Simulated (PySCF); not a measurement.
# C5H7NOSi: what the fields show

| atom | x (Å) | y (Å) | z (Å) |
| --- | --- | --- | --- |
| Si | -2.7981 | 0.2984 | -0.2867 |
| O | -1.4751 | -0.5552 | -0.7852 |
| C | -0.2555 | -0.3067 | -0.3245 |
| C | 0.8320 | -1.0586 | -0.7778 |
| C | 2.0810 | -0.7642 | -0.2710 |
| C | 2.2113 | 0.2580 | 0.6622 |
| C | 1.0709 | 0.9402 | 1.0425 |
| N | -0.1329 | 0.6678 | 0.5639 |
| H | -3.7870 | -0.3984 | -1.1005 |
| H | -3.0004 | 0.1232 | 1.1472 |
| H | -2.6499 | 1.7069 | -0.6357 |
| H | 0.6727 | -1.8406 | -1.5028 |
| H | 2.9469 | -1.3231 | -0.5961 |
| H | 3.1725 | 0.5145 | 1.0783 |
| H | 1.1073 | 1.7457 | 1.7642 |

Geometry: GFN2-xTB.

Level of theory: PBE0/pcSseg-1, SCF density, gas phase, non-relativistic (PySCF 2.14.0).

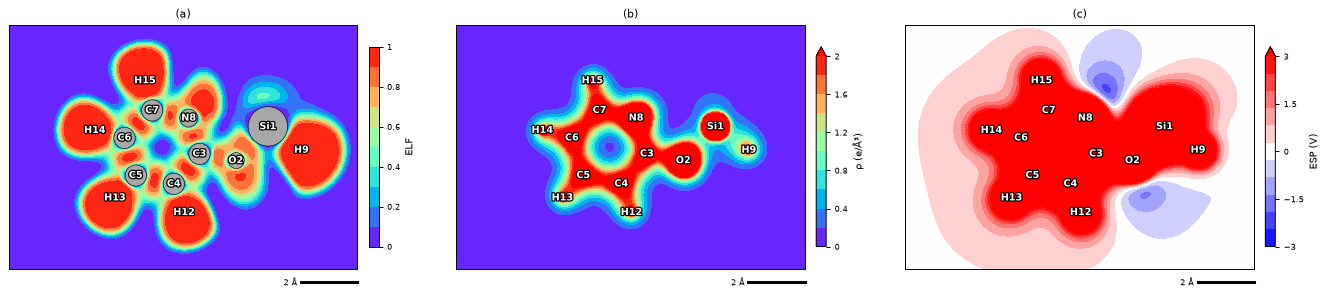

Figure 1. (a) electron localisation function; (b) total electron density; (c) electrostatic potential on the plane of atoms C5, C6 and C7. Grey discs cover the atomic cores in the ELF map.

> Interpret the plot.

- Atoms in the plane: Si, O, C, N and H.
- C–N (1.32 Å): ρ is about 2.5 e/Å³ halfway; the ELF peaks at about 0.90 between the atoms; a covalent bond.
- C–O (1.33 Å): ρ is about 2.5 e/Å³ halfway; the ELF peaks at about 0.90 between the atoms, as expected for a polar covalent bond.
- C–C (1.38 Å): ρ at the midpoint is about 2.1 e/Å³; the ELF peaks at about 0.95 between the atoms (a covalent bond).
- Si–O (1.65 Å): ρ is about 1.1 e/Å³ halfway; the ELF peaks at about 0.85 between the atoms (a shared but strongly polarised pair).
- C–H (1.08 Å): ρ is about 2 e/Å³ halfway; the ELF climbs to about 1 towards the hydrogen, as it does in any bond to H: an ordinary covalent bond to hydrogen.
- The ELF also peaks beside O2 and N8, away from the bonds: lone-pair regions.
- Outside the dense part of the molecule the potential is most negative (−2.0 V) near N8.

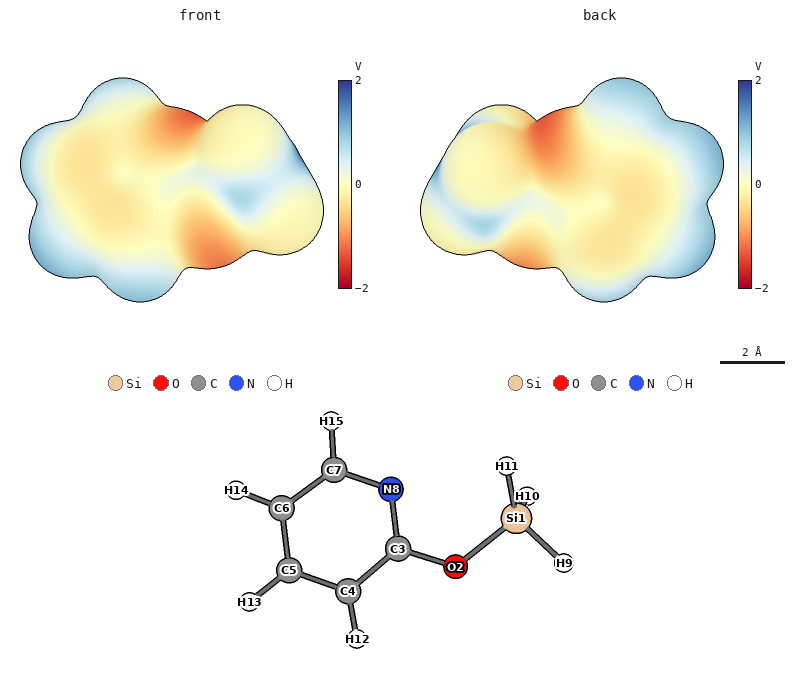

Figure 2. The electrostatic potential painted on the density surface at 0.002 e/bohr³, seen from the front and from behind; red is negative and blue positive. The bare structure is drawn below in the same view.

> Which sites attract a positive test charge, and which a negative one?

A positive charge is drawn to the negative regions and a negative charge to the positive ones. The most negative region (about −1.3 V) lies over N8, the most positive (about +1.5 V) over Si1. N8 is the likeliest acceptor of a hydrogen bond.

> What dipole moment does the calculation give?

Its dipole moment is 1.53 D.
